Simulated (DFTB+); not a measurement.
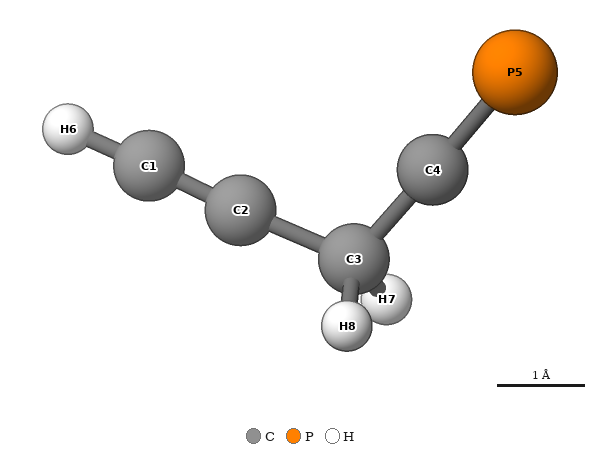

The structure (ball-and-stick view, seen at a tilt; atoms are numbered from 1 in the order of the input). Bond lengths as drawn: C–C 1.20 to 1.45 Å, C–H 1.05 to 1.10 Å and C–P 1.55 Å.

## C4H3P: polarizability calculation

System: C4H3P.
Method: DFTB2, R-SCC (DFTB+ 25.1).

The geometry comes from this level: GFN2-xTB.

What the program printed:
```
|  DFTB+ development version (commit: a23bfb2)

Reading input file 'dftb_in.hsd'
Parser version: 14

--------------------------------------------------------------------------------
Reading SK-files:
./slakos/cc.spl
./slakos/cp.spl
./slakos/ch.spl
./slakos/pp.spl
./slakos/ph.spl
./slakos/hh.spl
Done.

Processed input in HSD format written to 'dftb_pin.hsd'

Starting initialization...
--------------------------------------------------------------------------------
OpenMP threads:              1
Chosen random seed:          194432775
Current stacksize:           unlimited
Mode:                        Static calculation
Self consistent charges:     Yes
SCC-tolerance:                 0.100000E-08
Max. scc iterations:                    100
Shell resolved Hubbard:      No
Spin polarisation:           No
Nr. of up electrons:            12.000000
Nr. of down electrons:          12.000000
Periodic boundaries:         No
Electronic solver:           Relatively robust
Mixer:                       Broyden mixer
Mixing parameter:                  0.200000
Nr. of chrg. vec. in memory:            100
Max. SCC-cycles:                        100
Electronic temperature:              0.950045E-03 H      0.258520E-01 eV
Initial charges:             Set automatically (system chrg:   0.000E+00)
Included shells:             C:  s, p
                             P:  s, p, d
                             H:  s
Extra options:
                             Mulliken analysis

--------------------------------------------------------------------------------

***  Geometry step: 0

 iSCC Total electronic   Diff electronic      SCC error
    1   -0.10087782E+02    0.00000000E+00    0.33116030E+00
    2   -0.10090750E+02   -0.10087782E+02    0.22301057E+00
    3   -0.10093164E+02   -0.29673886E-02    0.21559533E-01
    4   -0.10093203E+02   -0.24143211E-02    0.12686497E-01
    5   -0.10093211E+02   -0.39291692E-04    0.59997024E-02
    6   -0.10093212E+02   -0.79587579E-05    0.11338385E-02
    7   -0.10093212E+02   -0.72326168E-06    0.58191932E-04
    8   -0.10093212E+02   -0.19030317E-06    0.25762542E-04
    9   -0.10093212E+02   -0.52923710E-09    0.72000874E-06
   10   -0.10093212E+02   -0.36360248E-10    0.41872998E-07
   11   -0.10093212E+02   -0.78159701E-13    0.57265492E-09

Total Energy:                       -9.6805087026 H         -263.4200 eV
Extrapolated to 0K:                 -9.6805087026 H         -263.4200 eV
Total Mermin free energy:           -9.6805087026 H         -263.4200 eV
Force related energy:               -9.6805087026 H         -263.4200 eV

 Perturbation calculation with respect to applied electric field

 Non-metallic system
 Polarisabilty for field along x
 Static response calculation
 SCC Iter  Error
 1         0.510956288970E+01
 2         0.140798616053E+02
 3         0.420694433988E+01
 4         0.111223992532E+01
 5         0.350303983803E+00
 6         0.661491613051E-01
 7         0.912591103608E-02
 8         0.747677172600E-03
 9         0.387259345834E-03
 10        0.247603347041E-04
 11        0.149736079758E-06
 Polarisabilty for field along y
 Static response calculation
 SCC Iter  Error
 1         0.121454206162E+02
 2         0.364004210105E+02
 3         0.995283826614E+01
 4         0.260971774735E+01
 5         0.360229899623E+00
 6         0.169689342870E+00
 7         0.201830482805E-01
 8         0.182706263245E-02
 9         0.871017570859E-03
 10        0.335943271581E-04
 11        0.602689839990E-05
 Polarisabilty for field along z
 Static response calculation
 SCC Iter  Error
 1         0.379401116546E+02
 2         0.877936815335E+02
 3         0.256236169565E+02
 4         0.445875700223E+01
 5         0.426611971447E+00
 6         0.229157415060E+00
 7         0.307124369779E-01
 8         0.236324339892E-02
 9         0.367675099242E-03
 10        0.648527844671E-05

 Electric field polarisability (a.u.)

 Static polarisability:
  0.118751247553E+02 -0.803431281594E+01 -0.264008604195E+01
 -0.803431729079E+01  0.277105181001E+02  0.464449636778E+01
 -0.264008045957E+01  0.464448330439E+01  0.688497205645E+02

--------------------------------------------------------------------------------
--------------------------------------------------------------------------------
SCC                                    +       0.01 ( 65.3%)       0.01 ( 83.3%)
--------------------------------------------------------------------------------
Missing                                +       0.00 ( 34.7%)       0.00 ( 16.7%)
Total                                  =       0.01 (100.0%)       0.02 (100.0%)
--------------------------------------------------------------------------------
```

File detailed.out:
```
Fermi distribution function

Calculation with static geometry

********************************************************************************
 iSCC Total electronic   Diff electronic      SCC error
   11   -0.10093212E+02   -0.78159701E-13    0.57265492E-09
********************************************************************************

 Total charge:    -0.00000000

 Atomic gross charges (e)
 Atom           Charge
    1      -0.22070550
    2      -0.03775416
    3       0.03200090
    4      -0.09117615
    5      -0.01099512
    6       0.16829433
    7       0.08012597
    8       0.08020972

Nr. of electrons (up):     24.00000000
Atom populations (up)
 Atom       Population
    1       4.22070550
    2       4.03775416
    3       3.96799910
    4       4.09117615
    5       5.01099512
    6       0.83170567
    7       0.91987403
    8       0.91979028

l-shell populations (up)
 Atom Sh.   l       Population
    1   1   0       1.24585127
    1   2   1       2.97485423
    2   1   0       1.19669798
    2   2   1       2.84105618
    3   1   0       1.17963272
    3   2   1       2.78836638
    4   1   0       1.31566887
    4   2   1       2.77550728
    5   1   0       1.77444070
    5   2   1       3.07691860
    5   3   2       0.15963582
    6   1   0       0.83170567
    7   1   0       0.91987403
    8   1   0       0.91979028

Orbital populations (up)
 Atom Sh.   l   m       Population  Label
    1   1   0   0       1.24585127  s
    1   2   1  -1       0.95966983  p_y
    1   2   1   0       0.99532399  p_z
    1   2   1   1       1.01986041  p_x
    2   1   0   0       1.19669798  s
    2   2   1  -1       0.92320239  p_y
    2   2   1   0       0.94105365  p_z
    2   2   1   1       0.97680014  p_x
    3   1   0   0       1.17963272  s
    3   2   1  -1       0.93420824  p_y
    3   2   1   0       0.89881434  p_z
    3   2   1   1       0.95534379  p_x
    4   1   0   0       1.31566887  s
    4   2   1  -1       0.94157505  p_y
    4   2   1   0       0.88884618  p_z
    4   2   1   1       0.94508604  p_x
    5   1   0   0       1.77444070  s
    5   2   1  -1       1.00703931  p_y
    5   2   1   0       1.05700685  p_z
    5   2   1   1       1.01287244  p_x
    5   3   2  -2       0.00713318  d_xy
    5   3   2  -1       0.05444527  d_yz
    5   3   2   0       0.02445068  d_z2
    5   3   2   1       0.06654679  d_xz
    5   3   2   2       0.00705990  d_x2-y2
    6   1   0   0       0.83170567  s
    7   1   0   0       0.91987403  s
    8   1   0   0       0.91979028  s

Fermi level:                        -0.1819688465 H           -4.9516 eV
Band energy:                        -9.8476340576 H         -267.9678 eV
TS:                                  0.0000000000 H            0.0000 eV
Band free energy (E-TS):            -9.8476340576 H         -267.9678 eV
Extrapolated E(0K):                 -9.8476340576 H         -267.9678 eV
Input / Output electrons (q):     24.0000000000     24.0000000000

Energy H0:                         -10.0998488246 H         -274.8309 eV
Energy SCC:                          0.0066365372 H            0.1806 eV
Total Electronic energy:           -10.0932122873 H         -274.6503 eV
Repulsive energy:                    0.4127035848 H           11.2302 eV
Total energy:                       -9.6805087026 H         -263.4200 eV
Extrapolated to 0:                  -9.6805087026 H         -263.4200 eV
Total Mermin free energy:           -9.6805087026 H         -263.4200 eV
Force related energy:               -9.6805087026 H         -263.4200 eV

Non-constrained calculation

SCC converged

Dipole moment:    0.11145042   -0.28154782    0.34043016 au
Dipole moment:    0.28327874   -0.71562324    0.86528722 Debye

Atomic charge derivatives (a.u.), d q / d E_x:
   1   0.153291835428E+01
   2  -0.113262073963E+01
   3   0.419565715949E+00
   4  -0.588633327060E+00
   5   0.811039448868E+00
   6   0.899188558187E+00
   7   0.136610390759E+01
   8  -0.330756191818E+01

Atomic charge derivatives (a.u.), d q / d E_y:
   1  -0.363989435376E+01
   2   0.270880247703E+01
   3  -0.104149580301E+01
   4   0.159807620757E+01
   5  -0.230247883685E+01
   6  -0.207104313621E+01
   7   0.334472515351E+01
   8   0.140330829172E+01

Atomic charge derivatives (a.u.), d q / d E_z:
   1  -0.418499842365E+01
   2   0.202013569485E+01
   3   0.669480831957E+00
   4  -0.631895401791E+01
   5   0.123878220618E+02
   6  -0.208307691305E+01
   7  -0.121848914669E+01
   8  -0.127192008733E+01

 Electric field polarisability (a.u.)

 Static polarisability:
  0.118751247553E+02 -0.803431281594E+01 -0.264008604195E+01
 -0.803431729079E+01  0.277105181001E+02  0.464449636778E+01
 -0.264008045957E+01  0.464448330439E+01  0.688497205645E+02
```

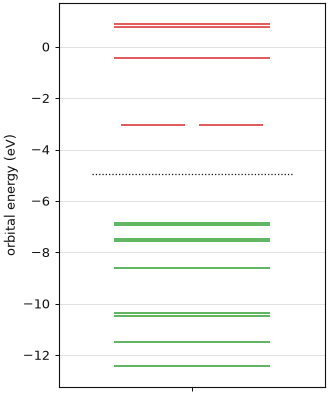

Orbital energies near the frontier; the dotted line parts filled from empty levels, and levels within 0.02 eV of each other stand side by side. Highest filled −6.85 eV, lowest empty −3.05 eV, 3.80 eV apart.

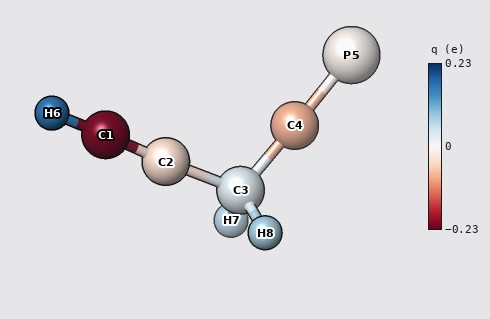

Mulliken charges, as the colour of each atom (ball-and-stick view, seen at a tilt; atoms are numbered from 1 in the order of the input). By element: C −0.22 to +0.03, P −0.01 and H +0.08 to +0.17 e.

This output came from the following input.

Input (dftb_in.hsd):
```
Geometry = xyzFormat {
  <<< "geo.xyz"
}
Hamiltonian = DFTB {
  SCC = Yes
  SlaterKosterFiles = Type2FileNames {
    Prefix = "slakos/"
    Separator = ""
    Suffix = ".spl"
    LowerCaseTypeName = Yes
  }
  MaxAngularMomentum = {
    C = "p"
    P = "d"
    H = "s"
  }
  SCCTolerance = 1e-09
  Filling = Fermi {
    Temperature [Kelvin] = 300
  }
}
Analysis = {
  Polarisability = {
    Static = Yes
  }
}
Options = {
  WriteResultsTag = Yes
}
ParserOptions = {
  ParserVersion = 14
}
```

File geo.xyz:
```
8

C     -0.529060     1.236700     1.457640
C     -0.145490     0.327380     0.781740
C      0.308560    -0.738720    -0.095800
C      0.159720    -0.342170    -1.481250
P     -0.010550     0.109480    -2.955500
H     -0.864210     2.013560     2.077090
H     -0.280740    -1.644210     0.098500
H      1.361760    -0.962020     0.117580
```

Command:
```bash
dftb+ > output.log
```

Key numbers:

```tsv
quantity	value
outcome	converged
total energy	−9.680509 hartree
basis functions	28
HOMO	−6.85 eV
LUMO	−3.05 eV
dipole moment	1.16 D
hardware	1 thread of Intel Xeon (Sapphire Rapids), 16 GiB of memory available, shared host
peak memory	0.067 GiB
```
